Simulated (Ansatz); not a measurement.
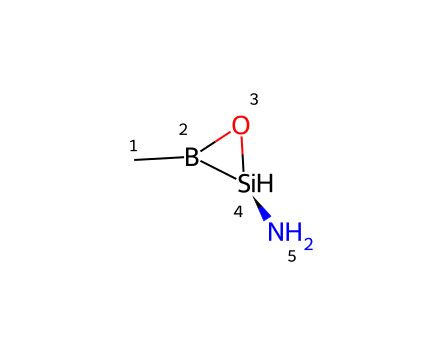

A structural formula, with wedges where it has stereocentres; small numbers name the atoms. The configuration is that of a computed structure (PBE0-D4/def2-TZVP).

Give the R/S and E/Z labels.

Si4: R.

Write the isomeric SMILES.

CB1O[Si@H]1N
